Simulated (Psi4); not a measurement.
# MP3/aug-cc-pVTZ run of CF+ (SMILES [C+]F)

What is the vertical singlet–triplet gap of CF+ at MP3/aug-cc-pVTZ? 

The calculation is run with Psi4 1.11.

3 further runs of the same task are left out: 1 that didn't finish, 2 set aside as unsound or not needed.

## (1) The system as given

CF+ has 2 atoms, charge +1, and is taken as a singlet. As SMILES, `[C+]F`. The shape is that of a PBE0-D4/def2-TZVP optimisation.

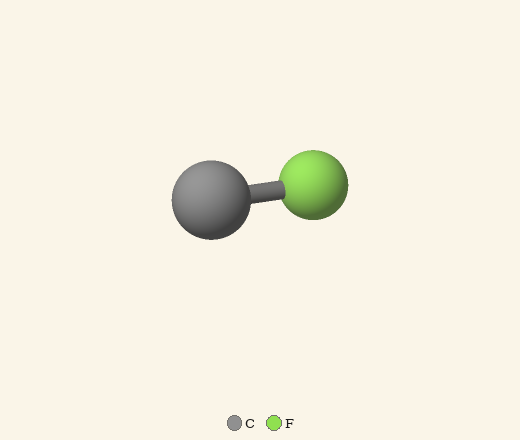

The structure, seen from a chosen angle (carbon grey, fluorine green).

## (2) The energy at MP3/aug-cc-pVTZ

cf.py

```python
import psi4

psi4.set_memory('2200 MB')
psi4.set_num_threads(1)
psi4.core.set_output_file('cf.out', False)

geom = psi4.geometry("""
1 1
C      0.492270    -0.160830     0.253170
F     -0.492270     0.160830    -0.253170
symmetry c1
no_reorient
no_com
""")

psi4.set_options({
    'basis': 'aug-cc-pVTZ',
    'puream': True,
    'e_convergence': 1e-09,
    'd_convergence': 1e-08,
    'scf_type': 'pk',
    'num_frozen_docc': 2,
    'mp_type': 'conv',
})

e, wfn = psi4.energy("mp3", molecule=geom, return_wfn=True)
print(f'total energy {e:.8f} hartree = {e * 27.211386:.5f} eV')
```

Run with:

```bash
$ python cf.py
```

cf.out, cut to the lines that bear on the results:

```text
[...]
  Running in c1 symmetry.
[...]
  Nuclear repulsion =   24.785948803402469
[...]
  Multiplicity = 1
[...]
  Nalpha       = 7
  Nbeta        = 7
[...]
    Number of basis functions: 92
[...]
   @RHF iter   1:  -136.84607592437669   -1.11724e-01   3.44600e-03 ADIIS/DIIS
[...]
   @RHF iter   9:  -136.90141116561074   -4.95390e-11   7.51057e-09 DIIS
[...]
    Orbital Energies [Eh]
    ---------------------
    Doubly Occupied:
       1A    -26.858862     2A    -11.880204     3A     -2.224424
       4A     -1.374819     5A     -1.200654     6A     -1.200654
       7A     -0.973107
[...]
  @RHF Final Energy:  -136.90141116561074
   => Energetics <=
    Nuclear Repulsion Energy =             24.7859488034024693
    One-Electron Energy =                -231.9492703117849430
    Two-Electron Energy =                  70.2619103427717278
    Total Energy =                       -136.9014111656107389
[...]
 Multipole Moments:
 ------------------------------------------------------------------------------------
     Multipole            Electronic (a.u.)      Nuclear  (a.u.)        Total (a.u.)
 ------------------------------------------------------------------------------------
 L = 1.  Multiply by 2.5417464519 to convert [e a0] to [Debye]
 Dipole X            :          3.0465493           -2.7907664            0.2557828
 Dipole Y            :         -0.9953410            0.9117740           -0.0835670
 Dipole Z            :          1.5668127           -1.4352659            0.1315468
 Magnitude           :                                                    0.2995211
[...]
	SCS-MP2 Total Energy (a.u.)        :  -137.25083766395079
	SOS-MP2 Total Energy (a.u.)        :  -137.24831055759395
[...]
	SOS-PI-MP2 Total Energy (a.u.)     :  -137.27499512620804
[...]
	MP2 Total Energy (a.u.)            :  -137.25589187666449
[...]
	SCS-MP3 Total Energy (a.u.)        :  -137.25112556423679
[...]
	MP3 Total Energy (a.u.)            :  -137.25704347780851
[...]
```

On the terminal:

```text
total energy -137.25704348 hartree = -3734.95439 eV
```

Run time: 18 s. Hardware: 1 thread of Intel Xeon at 2.50GHz (Skylake/Cascade Lake), shared host; peak memory 1 GiB.

## (3) The triplet

cf.xyz

```xyz
2
CF
C      0.492270    -0.160830     0.253170
F     -0.492270     0.160830    -0.253170
```

run_ase.py

```python
import numpy as np
from ase.calculators.psi4 import Psi4
from ase.io import read

atoms = read('cf.xyz')
calc = Psi4(atoms=atoms, method='mp3', basis='aug-cc-pVTZ', memory='2200MB', num_threads=1, charge=1, multiplicity=3, label='cf', reference='uhf')
calc.psi4.set_options({'puream': True, 'e_convergence': 1e-09, 'd_convergence': 1e-08, 'scf_type': 'pk', 'num_frozen_docc': 2, 'maxiter': 100, 'mp_type': 'conv'})
atoms.calc = calc

print(f'energy: {atoms.get_potential_energy():.6f} eV')
```

Run with:

```bash
$ python run_ase.py
```

cf.dat, cut to the lines that bear on the results:

```text
[...]
  Running in c1 symmetry.
[...]
  Nuclear repulsion =   24.785948803402466
[...]
  Multiplicity = 3
[...]
  Nalpha       = 8
  Nbeta        = 6
[...]
    Number of basis functions: 92
[...]
   @UHF iter   1:  -136.65921413288592    7.51381e-02   4.15872e-03 DIIS/ADIIS
[...]
   @UHF iter  13:  -136.76812964621965   -1.33582e-12   2.75945e-09 DIIS
[...]
   @S^2 Observed:                2.011183230E+00
[...]
  @UHF Final Energy:  -136.76812964621965
   => Energetics <=
    Nuclear Repulsion Energy =             24.7859488034024658
    One-Electron Energy =                -232.2743851811922582
    Two-Electron Energy =                  70.7203067315701475
    Total Energy =                       -136.7681296462196201
  UHF NO Occupations:
  HONO-2 :    6  A 1.9957320
  HONO-1 :    7  A 1.0000000
[...]
 Multipole Moments:
 ------------------------------------------------------------------------------------
     Multipole            Electronic (a.u.)      Nuclear  (a.u.)        Total (a.u.)
 ------------------------------------------------------------------------------------
 L = 1.  Multiply by 2.5417464519 to convert [e a0] to [Debye]
 Dipole X            :          0.6152531            0.3595424            0.9747955
 Dipole Y            :         -0.2010099           -0.1174664           -0.3184763
 Dipole Z            :          0.3164191            0.1849094            0.5013285
 Magnitude           :                                                    1.1414831
[...]
	SCS-MP2 Total Energy (a.u.)        :  -137.06936436634055
	SOS-MP2 Total Energy (a.u.)        :  -137.06308733861724
[...]
	SOS-PI-MP2 Total Energy (a.u.)     :  -137.08577639187860
[...]
	MP2 Total Energy (a.u.)            :  -137.08191842178712
[...]
	SCS-MP3 Total Energy (a.u.)        :  -137.06933307244574
[...]
	MP3 Total Energy (a.u.)            :  -137.08179324620792
[...]
```

The script printed:

```text
energy: -3730.185593 eV
```

Run time: 34 s. Hardware: 1 thread of Intel Xeon at 2.50GHz (Skylake/Cascade Lake), shared host; peak memory 1.1 GiB.

## (4) Outcome

At MP3/aug-cc-pVTZ, 2 core orbitals frozen:

| quantity | value |
| --- | --- |
| singlet: total energy | -137.25704 Eh |
| singlet: HOMO energy (Hartree–Fock orbitals) | -26.48 eV |
| singlet: LUMO energy (Hartree–Fock orbitals) | -7.42 eV |
| singlet: HOMO–LUMO gap (Hartree–Fock orbitals) | 19.06 eV |
| singlet: correlation energy (2 core orbitals frozen) | -355.6 mEh |
| triplet: total energy | -137.08179 Eh |
| triplet: HOMO energy (Hartree–Fock orbitals) (highest over α and β) | -22.31 eV |
| triplet: LUMO energy (Hartree–Fock orbitals) (lowest over α and β) | -10.75 eV |
| triplet: correlation energy (2 core orbitals frozen) | -313.7 mEh |
| triplet: ⟨S²⟩ of the reference determinant | 2.011 |
| vertical energy of the triplet above the singlet | 4.769 eV |

In words: At this shape the triplet lies 4.77 eV (110 kcal/mol) above the singlet.
